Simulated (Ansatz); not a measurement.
How basis sets differ on SiO (SMILES O=[Si])

SiO, singlet, SMILES `O=[Si]`. Each level relaxes the structure for itself.

Quantity: the equilibrium bond length, in Å. The values are calculated.

| level | kind | program | value (Å) |
| --- | --- | --- | --- |
| HF/STO-3G | Hartree–Fock | Ansatz | 1.474 |
| HF/3-21G | Hartree–Fock | Ansatz | 1.536 |
| HF/6-31G* (Cartesian functions) | Hartree–Fock | Ansatz | 1.487 |
| HF/cc-pVTZ | Hartree–Fock | Ansatz | 1.484 |

The values span 1.474 to 1.536 Å.

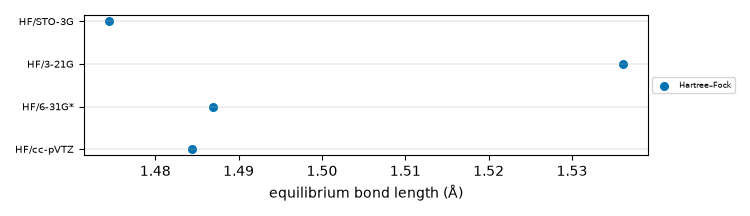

The values of the table, level by level.
